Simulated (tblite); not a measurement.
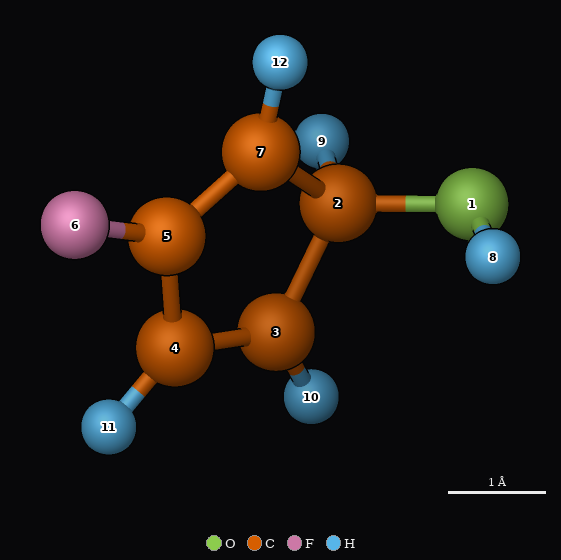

Fig. 1: The input geometry (ball-and-stick view, seen at a tilt; atoms are numbered from 1 in the order of the input). Bond lengths as drawn: C–C 1.34 to 1.51 Å, C–F 1.34 Å, C–H 1.07 to 1.10 Å, C–O 1.40 Å and H–O 0.96 Å.

# Molecular dynamics, with input and output: C5H5FO (part 1 of 2)

- system: C5H5FO
- method: GFN2-xTB Langevin dynamics, gas phase (tblite 0.8.0)

### Input
```
{"job": {"dt": 1.5, "steps": 8000, "equilibration": 400, "friction": 0.005, "h_mass": 4.0, "temperature": 500, "xc": "GFN2-xTB", "basis": "xTB", "kind": "md"}, "charge": 0, "multiplicity": 1}
O     -2.039814    -0.660400     0.205064
C     -0.854567    -0.269541    -0.433277
C     -0.365221     1.128683    -0.132082
C      0.933783     1.095875     0.175975
C      1.366948    -0.291774     0.159032
F      2.627744    -0.641158     0.440234
C      0.364117    -1.115432    -0.154854
H     -1.897450    -0.639537     1.158216
H     -1.081818    -0.328235    -1.508070
H     -1.009057     1.985194    -0.192429
H      1.584043     1.917799     0.410951
H      0.376085    -2.184215    -0.232867
```

The first line tells a small driver script what to run in tblite; the rest is the geometry in Å.

Command:
```bash
OMP_NUM_THREADS=1 python <driver script> task.json out
```

### The program's output
```
t/fs     T/K   E - E0/eV
     0.0    665.7     0.0000
   525.0    454.2     0.5506
  1050.0    379.4     0.6314
  1575.0    586.3     0.2669
  2100.0    523.1     1.0158
  2625.0    463.9     0.4918
  3150.0    360.6     0.5687
  3675.0    680.1     0.5117
  4200.0    498.9     0.8377
  4725.0    751.1     0.5482
  5250.0    365.2     0.8221
  5775.0    381.5     0.6834
  6300.0    525.7     0.7551
  6825.0    508.8     0.5743
  7350.0    343.4     0.6091
  7875.0    457.6     0.5843
  8400.0    481.2     0.7382
  8925.0    453.0     0.7136
  9450.0    498.7     0.8164
  9975.0    650.5     0.7861
 10500.0    558.3     0.8120
 11025.0    605.8     0.6716
 11550.0    738.6     0.7882
 12075.0    463.8     0.5989
 12600.0    478.7     0.5635
```

### Trajectory as extended XYZ (Å, eV, eV/Å), 25 frames, from step=0 to step=8400
```
12
Properties=species:S:1:pos:R:3:forces:R:3 step=0 time_fs=0.0 energy=-598.58850 temperature=665.7
O    -2.0398   -0.6604    0.2051   -0.0010   0.0000   0.0030
C    -0.8546   -0.2695   -0.4333   -0.0010  -0.0030   0.0000
C    -0.3652    1.1287   -0.1321    0.0030   0.0010   0.0010
C     0.9338    1.0959    0.1760    0.0030  -0.0020  -0.0010
C     1.3669   -0.2918    0.1590    0.0020  -0.0010  -0.0020
F     2.6277   -0.6412    0.4402   -0.0010   0.0010   0.0000
C     0.3641   -1.1154   -0.1549    0.0010   0.0000   0.0010
H    -1.8974   -0.6395    1.1582   -0.0020  -0.0010  -0.0020
H    -1.0818   -0.3282   -1.5081    0.0010   0.0020  -0.0020
H    -1.0091    1.9852   -0.1924   -0.0010   0.0020   0.0000
H     1.5840    1.9178    0.4110   -0.0030   0.0000   0.0000
H     0.3761   -2.1842   -0.2329    0.0000   0.0010   0.0020
12
Properties=species:S:1:pos:R:3:forces:R:3 step=350 time_fs=525.0 energy=-598.03794 temperature=454.2
O    -2.0603   -1.3991    0.0026   -0.1230  -0.9570  -1.2940
C    -0.7873   -0.8942   -0.0709    2.1060   0.6310   0.6080
C    -0.4921    0.2839    0.8842    1.7300  -2.1790  -0.4480
C     0.6828    0.1346    1.5277   -0.3480  -0.5610  -0.4490
C     1.2536   -1.1724    1.1474   -3.1730  -0.3570  -1.7150
F     2.3535   -1.6793    1.6155    1.3420  -0.2950   0.7190
C     0.4009   -1.8587    0.3075   -0.1760   0.4610   0.2050
H    -2.4511   -1.1113    0.7928   -0.8240   0.3460   1.6130
H    -0.7206   -0.4703   -1.1144    0.5770  -0.5330   0.5830
H    -1.1654    1.0471    0.9366   -1.3440   1.8170   0.2300
H     1.0964    0.7949    2.2808    0.0270  -0.1980  -0.3410
H     0.4167   -2.9501    0.0053    0.2080   1.8250   0.2880
12
Properties=species:S:1:pos:R:3:forces:R:3 step=700 time_fs=1050.0 energy=-597.95714 temperature=379.4
O    -2.8246   -1.7865    0.8999    0.0910  -0.8850   2.3060
C    -1.8160   -0.9589    0.4154   -0.7360   0.6800  -0.7520
C    -1.7629    0.4191    1.1053    1.0010  -1.9300   0.3990
C    -0.6420    0.4541    1.8197    1.9290   1.0860   0.6960
C     0.1891   -0.7533    1.4842   -0.2610   1.4520   0.2120
F     1.4594   -1.0160    1.7453    0.6840   0.5460   1.0110
C    -0.4519   -1.5244    0.6496   -0.3460  -2.5240  -2.1680
H    -2.5582   -2.0713    1.8455   -0.6560   0.5200  -1.8060
H    -2.1716   -0.7859   -0.6227    0.7630  -0.2130   0.0850
H    -2.6000    1.0392    1.0603   -0.6950   0.8210   0.1280
H    -0.2139    1.3027    2.4490   -0.7700  -1.3080  -0.8900
H    -0.0275   -2.4981    0.1976   -1.0030   1.7540   0.7780
12
Properties=species:S:1:pos:R:3:forces:R:3 step=1050 time_fs=1575.0 energy=-598.32156 temperature=586.3
O    -2.0331   -1.8664   -0.5085    0.1920   0.4820  -0.3810
C    -1.6419   -0.5848   -0.0512   -0.2750   0.0480  -1.1580
C    -2.0008   -0.4556    1.3982   -0.2520   0.0670  -1.0660
C    -0.9174   -0.0951    2.0440    1.1850  -0.3870   1.3610
C     0.1938   -0.0219    1.1149   -0.4350   0.1440  -1.0780
F     1.3841    0.2746    1.5947    0.9460   0.2670   0.0760
C    -0.1665   -0.2351   -0.1702   -0.2010  -0.5340   1.4750
H    -1.5093   -2.4858   -0.0034    0.1040  -0.4280   0.0950
H    -2.1795    0.1434   -0.6679   -0.3110  -0.0530  -0.0530
H    -2.9996   -0.7034    1.6425   -0.4020   0.0160   0.6090
H    -0.6884   -0.0665    3.1028   -0.3890   0.3150  -0.1370
H     0.4187   -0.2840   -1.0724   -0.1620   0.0630   0.2560
12
Properties=species:S:1:pos:R:3:forces:R:3 step=1400 time_fs=2100.0 energy=-597.57272 temperature=523.1
O     1.1241   -1.7514   -1.6432   -0.4990   1.5840  -0.0680
C     0.3207   -1.0242   -0.6994    1.7860   0.2570   0.2200
C    -0.3126   -1.9673    0.3263    1.0330   2.6900  -1.0280
C    -0.0284   -1.5616    1.5264    1.2590   3.1940   3.1970
C     0.7946   -0.2595    1.4068   -0.7970  -1.9550   3.5020
F     1.2069    0.3556    2.5671   -0.4710  -0.3700  -0.8890
C     1.0162    0.1075    0.1961    0.2870  -1.1580  -2.3830
H     1.4057   -2.5926   -1.3260    0.2530  -0.6810   0.7050
H    -0.2221   -0.3486   -1.3322   -1.3630  -0.2990  -0.3620
H    -0.9833   -2.6666    0.0664   -1.6840  -2.4070  -0.9880
H    -0.3202   -1.7258    2.5948    0.1670  -0.6720  -1.4650
H     1.5179    1.0018   -0.1113    0.0280  -0.1830  -0.4420
12
Properties=species:S:1:pos:R:3:forces:R:3 step=1750 time_fs=2625.0 energy=-598.09666 temperature=463.9
O    -0.7405   -1.9947   -2.9446   -0.9460  -0.4900  -0.9030
C    -0.2925   -2.1191   -1.6563    1.5100   2.1780   1.0500
C     1.2071   -2.4944   -1.5203   -1.8500   1.9590   1.5750
C     1.7918   -1.6752   -0.6155    0.2730  -1.5170  -1.5310
C     0.8036   -0.7759   -0.1640    0.3340   2.1520   2.1380
F     1.0830    0.0916    0.8649    0.0690  -0.3380  -0.5760
C    -0.3647   -0.8212   -0.7523   -1.9970  -1.6320  -1.1590
H    -0.2180   -1.4396   -3.5341    0.3170   0.1030   0.4770
H    -0.9464   -2.8008   -1.1346   -0.1520  -0.6010  -0.0020
H     1.4258   -3.3374   -2.0484    1.3380  -1.6240  -1.0610
H     2.8245   -1.6234   -0.3395    0.0880  -0.1450   0.1810
H    -1.3440   -0.3763   -0.5261    1.0160  -0.0440  -0.1890
12
Properties=species:S:1:pos:R:3:forces:R:3 step=2100 time_fs=3150.0 energy=-598.01976 temperature=360.6
O    -0.0976   -0.9279   -2.6481   -0.9960   0.5510  -0.1350
C     0.4867   -1.8634   -1.7995    0.6660   0.6590  -1.0240
C     1.9770   -1.8737   -1.8585    2.1410  -1.6240   2.0800
C     2.4813   -2.3218   -0.6300   -1.1830   1.2850  -2.0520
C     1.3212   -2.3363    0.2527   -0.3000  -0.2650  -1.8330
F     1.4960   -2.6750    1.4986   -0.1380  -0.3910   1.5730
C     0.1356   -2.1465   -0.3980    1.0030   0.3440   1.4380
H     0.0733   -0.0191   -2.4155    0.2380   0.4110   0.4470
H     0.2064   -2.6999   -2.3834   -0.2460  -1.9260  -0.4630
H     2.5473   -1.8430   -2.7882   -0.3930   0.2730   0.4710
H     3.5092   -2.5862   -0.3321   -0.9500   0.3930  -0.2920
H    -0.8434   -2.2628    0.0379    0.1580   0.2900  -0.2100
12
Properties=species:S:1:pos:R:3:forces:R:3 step=2450 time_fs=3675.0 energy=-598.07685 temperature=680.1
O     1.3172   -1.0592   -2.1980   -0.3020  -1.1810  -1.0500
C     1.7140   -2.0043   -1.2822   -0.5670  -2.2110   0.4220
C     3.1360   -2.6981   -1.3248   -2.6260   1.2770  -2.2790
C     3.5871   -2.7035   -0.1170    1.1840   0.0880   3.0540
C     2.6454   -2.0961    0.8464    1.6850  -0.4040  -0.1310
F     2.9811   -2.0182    2.1629   -0.5230   0.0250  -0.9350
C     1.6396   -1.6116    0.1574   -2.1260   0.8400   0.8510
H     1.6339   -0.2338   -1.9306    0.8150   1.9310   0.4460
H     0.8782   -2.8007   -1.4387    1.3380   0.4760   0.3170
H     3.5150   -3.0147   -2.2688    0.3100  -0.1520  -0.0380
H     4.5314   -2.9654    0.3034    0.4750  -0.5940  -0.2500
H     0.7682   -1.1211    0.5996    0.3370  -0.0950  -0.4070
12
Properties=species:S:1:pos:R:3:forces:R:3 step=2800 time_fs=4200.0 energy=-597.75076 temperature=498.9
O     3.2821   -1.5356   -2.1972    1.1110  -0.2750  -0.2990
C     2.8054   -1.5744   -0.8826    1.4390  -0.5880  -0.0140
C     1.7099   -2.5498   -0.7005    0.3190   0.1570   1.9570
C     1.9498   -3.1178    0.4923   -3.6360  -3.4430   0.5450
C     3.2210   -2.9109    0.9597    4.0270   2.3330   1.3240
F     3.8567   -3.5117    2.0248   -1.0420   0.3650  -0.7920
C     3.7953   -1.8705    0.2924   -0.3340   0.0050  -1.3310
H     4.0391   -2.1282   -2.2292    0.0190  -0.1510  -0.3630
H     2.5402   -0.5637   -0.7846   -1.1960   1.5340   0.7970
H     0.8491   -2.6602   -1.2822   -0.7270   0.0980  -0.6380
H     1.2959   -3.8492    1.0903    0.7470   1.0130  -1.2640
H     4.6981   -1.2386    0.3941   -0.7270  -1.0470   0.0780
12
Properties=species:S:1:pos:R:3:forces:R:3 step=3150 time_fs=4725.0 energy=-598.04035 temperature=751.1
O     3.6663   -3.2633   -2.3356    0.4330   1.6100  -0.5610
C     2.7941   -2.7116   -1.3843    1.0350   0.5910   0.3980
C     1.4298   -2.5418   -1.9612    0.3210  -0.3020   0.2910
C     0.5602   -3.2527   -1.2480    1.9470   0.1220   0.3920
C     1.3202   -3.9112   -0.2129   -1.0720  -0.7470   2.2200
F     0.8323   -4.6352    0.8548   -0.3360   0.2980  -1.1180
C     2.6080   -3.6233   -0.2307   -0.2260   0.0570  -0.4450
H     3.8313   -4.1464   -2.0725    0.3140  -1.2170   0.1880
H     3.1674   -1.7482   -0.8991   -0.0410  -0.5820  -1.0130
H     1.3028   -2.1028   -2.9081   -0.2350   0.6380  -0.5330
H    -0.4302   -3.2708   -1.4467   -2.6830  -0.4470  -0.1860
H     3.3523   -4.0321    0.3946    0.5440  -0.0210   0.3650
12
Properties=species:S:1:pos:R:3:forces:R:3 step=3500 time_fs=5250.0 energy=-597.76645 temperature=365.2
O     3.2675   -3.8468   -2.2431    0.0540   2.8290   0.8120
C     2.0577   -3.1344   -1.9290    1.5760  -0.6640   2.8240
C     0.9409   -3.0582   -2.8292   -1.8760  -0.6210  -1.1210
C    -0.1757   -3.6693   -2.3772    1.7140   0.8710   1.1410
C     0.1949   -4.0066   -0.9768   -4.6820  -1.0530  -0.3670
F    -0.7883   -4.3646   -0.0880    0.5190  -0.1840  -0.6050
C     1.4017   -3.7269   -0.6639    4.0000   0.0650   1.1100
H     3.1828   -4.6498   -2.6999   -0.8900  -1.3750  -0.8000
H     2.3000   -2.1083   -1.5585    0.5460  -0.4070  -0.6360
H     0.9384   -2.3971   -3.6362    0.2780   0.3000  -1.4940
H    -1.1059   -3.7188   -2.8863   -0.3990  -0.1250   0.2000
H     1.9929   -3.9461    0.2584   -0.8400   0.3650  -1.0630
12
Properties=species:S:1:pos:R:3:forces:R:3 step=3850 time_fs=5775.0 energy=-597.90507 temperature=381.5
O     2.3760   -3.9238   -3.3080   -2.2830  -2.4990  -0.7820
C     1.6124   -3.1318   -2.4790    0.7030   2.1450   1.0260
C     0.2914   -2.6325   -3.0155   -1.6010   0.8310  -0.5300
C    -0.7364   -2.9415   -2.1580    1.5780   0.4530  -0.2100
C    -0.0940   -3.5416   -0.9857   -0.9170  -1.8730   0.4830
F    -0.9640   -4.1545   -0.0373    1.6840   1.2500  -1.1050
C     1.2367   -3.7166   -1.1281   -0.1430  -0.0050   0.5860
H     1.6856   -4.6642   -3.5306    2.0670   1.2180   0.0710
H     2.3280   -2.2564   -2.3206   -0.9020  -0.4070   0.1280
H     0.2428   -1.9914   -3.9606   -0.0450  -1.3330   1.3990
H    -1.8205   -2.7816   -2.1329    0.8420   0.0920  -0.4410
H     2.0162   -4.0799   -0.4319   -0.9820   0.1270  -0.6250
12
Properties=species:S:1:pos:R:3:forces:R:3 step=4200 time_fs=6300.0 energy=-597.83339 temperature=525.7
O     1.7272   -5.0053   -3.7399    1.4580   1.3860  -0.3560
C     1.0907   -3.8818   -3.2146    1.9210   1.3010  -0.0790
C    -0.2874   -3.7030   -3.7401   -0.9380  -0.5430   3.4250
C    -1.1231   -3.6589   -2.6696    1.2960   0.4090  -0.9650
C    -0.3363   -3.5493   -1.5003    2.0780  -0.1260   1.3390
F    -0.8217   -3.1622   -0.2976   -0.2070  -0.4240  -0.2930
C     0.9954   -3.8189   -1.6914   -1.7640   0.7520   1.0500
H     1.1308   -5.7148   -3.6970   -1.0960  -1.4450   0.1240
H     1.6708   -2.9341   -3.5500   -0.2790  -1.2930   0.4450
H    -0.6041   -3.8831   -4.6883   -0.3420  -0.2760  -2.3450
H    -2.1481   -3.7344   -2.5793   -1.7790   0.2820  -0.3140
H     1.6550   -3.8252   -0.7699   -0.3480  -0.0230  -2.0310
```
